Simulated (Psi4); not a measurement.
**PH (SMILES [PH]): UB2PLYP/def2-TZVP (density fitting for correlation, ints tolerance 1e-10, sweep point 5)**

Aim: the vertical electron affinity of PH at UB2PLYP/def2-TZVP (density fitting for correlation, ints tolerance 1e-10, sweep point 5), from 2 runs. 

The calculation is run with Psi4 1.11.

4 further runs of the same task are left out: 4 set aside as unsound or not needed.

**1. The structure to begin with**

PH: 2 atoms, total charge 0, spin state triplet. As SMILES, `[PH]`. Geometry: relaxed at PBE0-D4/def2-TZVP.

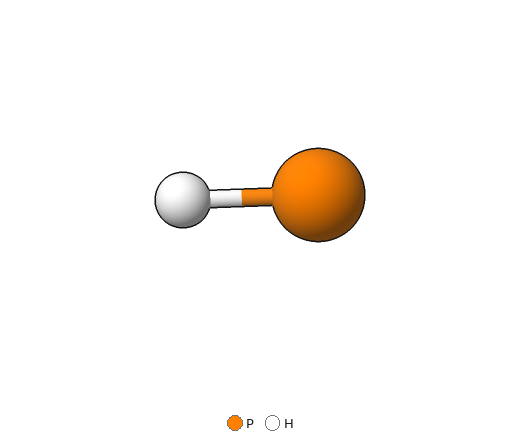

Viewed from a chosen angle; phosphorus orange, hydrogen white.

**2. The energy at UB2PLYP/def2-TZVP (density fitting for correlation, ints tolerance 1e-10, sweep point 5)**

calc.inp reads:

```
memory 1600 MB

molecule {
  0 3
  P      0.000000     0.000000    -0.014610
  H      0.000000     0.000000     1.413680
  symmetry c1
}

set {
  reference            uks
  puream               true
  scf_type             direct
  dft_radial_points    99
  dft_spherical_points 590
  num_frozen_docc      5
  ints_tolerance       1e-10
  maxiter              100
}

energy('b2plyp/def2-TZVP')
```

Run with:

```console
$ psi4 -i calc.inp -o calc.out -n 1
```

calc.out:

```text
[...]
  Running in c1 symmetry.
[...]
  Nuclear repulsion =    5.557455530774563
[...]
  Multiplicity = 3
[...]
  Nalpha       = 9
  Nbeta        = 7
[...]
    Number of basis functions: 43
[...]
   @DF-UKS iter   1:  -341.71012316288494   -4.57647e-01   5.84900e-03 DIIS/ADIIS
[...]
   @UKS iter  10:  -341.72381329027530   -1.54188e-08   5.29282e-07 DIIS
[...]
   @S^2 Observed:                2.011830372E+00
[...]
    Orbital Energies [Eh]
    ---------------------
    Alpha Occupied:
       1A    -78.293217     2A     -6.960643     3A     -5.016873
       4A     -5.016873     5A     -5.005648     6A     -0.715994
       7A     -0.401774     8A     -0.307467     9A     -0.307467
    Alpha Virtual:
      10A      0.074688    11A      0.208955    12A      0.272689
      13A      0.272689    14A      0.304181    15A      0.310949
      16A      0.310949    17A      0.314697    18A      0.314697
      19A      0.491954    20A      0.623703    21A      1.290352
      22A      1.290352    23A      1.293013    24A      1.299674
      25A      1.299674    26A      1.308048    27A      1.308048
[...]
  @UKS Final Energy:  -341.72381329027530
   => Energetics <=
    Nuclear Repulsion Energy =              5.5574555307745630
    One-Electron Energy =                -483.3116735184479467
    Two-Electron Energy =                 147.2618500523583407
    DFT Exchange-Correlation Energy =     -11.2314453549602469
    Empirical Dispersion Energy =           0.0000000000000000
    VV10 Nonlocal Energy =                  0.0000000000000000
    Total Energy =                       -341.7238132902753023
[...]
 Multipole Moments:
 ------------------------------------------------------------------------------------
     Multipole            Electronic (a.u.)      Nuclear  (a.u.)        Total (a.u.)
 ------------------------------------------------------------------------------------
 L = 1.  Multiply by 2.5417464519 to convert [e a0] to [Debye]
 Dipole X            :         -0.0000000            0.0000000           -0.0000000
 Dipole Y            :          0.0000000            0.0000000            0.0000000
 Dipole Z            :         -1.1514337            1.3381952            0.1867615
 Magnitude           :                                                    0.1867615
[...]
```

Run time: 7.2 s. Hardware: 1 thread of Intel Xeon at 2.70GHz, shared host; peak memory 0.34 GiB.

**3. The doublet anion, same level**

job.in reads:

```
memory 1.6 GB

molecule molecule1 {
  -1 2
  P      0.000000     0.000000    -0.014610
  H      0.000000     0.000000     1.413680
  symmetry c1
}

set reference uks
set puream true
set scf_type direct
set dft_radial_points 99
set dft_spherical_points 590
set num_frozen_docc 5
set ints_tolerance 1e-10
set maxiter 100

energy("b2plyp/def2-TZVP")
```

Run with:

```console
$ psi4 -i job.in -o job.out -n 1
```

job.out:

```text
[...]
  Running in c1 symmetry.
[...]
  Nuclear repulsion =    5.557455530774563
[...]
  Multiplicity = 2
[...]
  Nalpha       = 9
  Nbeta        = 8
[...]
    Number of basis functions: 43
[...]
   @DF-UKS iter   1:  -341.64840985106332   -3.95934e-01   9.48528e-03 ADIIS/DIIS
[...]
   @UKS iter  12:  -341.73397564760694   -5.61607e-09   2.50069e-07 DIIS
[...]
   @S^2 Observed:                7.575298032E-01
[...]
    Orbital Energies [Eh]
    ---------------------
    Alpha Occupied:
       1A    -77.975613     2A     -6.643839     3A     -4.702351
       4A     -4.692869     5A     -4.689136     6A     -0.403669
       7A     -0.120484     8A     -0.022398     9A      0.020536
    Alpha Virtual:
      10A      0.302802    11A      0.437422    12A      0.504859
      13A      0.530510    14A      0.554373    15A      0.584301
      16A      0.609253    17A      0.611815    18A      0.612365
      19A      0.745983    20A      0.887743    21A      1.565896
      22A      1.574876    23A      1.588932    24A      1.594945
      25A      1.611019    26A      1.615026    27A      1.619056
[...]
  @UKS Final Energy:  -341.73397564760694
   => Energetics <=
    Nuclear Repulsion Energy =              5.5574555307745630
    One-Electron Energy =                -488.1525244349466561
    Two-Electron Energy =                 152.1987469780145830
    DFT Exchange-Correlation Energy =     -11.3376537214494615
    Empirical Dispersion Energy =           0.0000000000000000
    VV10 Nonlocal Energy =                  0.0000000000000000
    Total Energy =                       -341.7339756476069397
[...]
 Multipole Moments:
 ------------------------------------------------------------------------------------
     Multipole            Electronic (a.u.)      Nuclear  (a.u.)        Total (a.u.)
 ------------------------------------------------------------------------------------
 L = 1.  Multiply by 2.5417464519 to convert [e a0] to [Debye]
 Dipole X            :         -0.0000000            0.0000000           -0.0000000
 Dipole Y            :          0.0000000            0.0000000            0.0000000
 Dipole Z            :         -1.2699563            1.3381952            0.0682389
 Magnitude           :                                                    0.0682389
[...]
```

Wall time 7.5 s (1 thread of Intel Xeon at 2.70GHz, shared host); peak memory 0.34 GiB.

**4. Outcome**

Level: UB2PLYP/def2-TZVP (density fitting for correlation, ints tolerance 1e-10, sweep point 5), 5 core orbitals frozen.

| quantity | value |
| --- | --- |
| triplet PH: total energy | -341.75845 Eh |
| triplet PH: HOMO energy (SCF part's orbitals) (highest over α and β) | -8.37 eV |
| triplet PH: LUMO energy (SCF part's orbitals) (lowest over α and β) | -1.47 eV |
| triplet PH: ⟨S²⟩ | 2.012 |
| doublet anion: total energy | -341.77916 Eh |
| doublet anion: HOMO energy (SCF part's orbitals) (highest over α and β) | 0.88 eV |
| doublet anion: LUMO energy (SCF part's orbitals) (lowest over α and β) | 5.41 eV |
| doublet anion: ⟨S²⟩ | 0.758 |
| vertical electron affinity (to the doublet anion) | 0.564 eV |

In words: At fixed nuclei the extra electron is bound by 0.56 eV (54.4 kJ/mol). The basis has no diffuse functions, so the error can be as large as this value. The HOMO (doublet anion) lies at positive energy, 0.88 eV; only total energies tell whether the electron is bound.
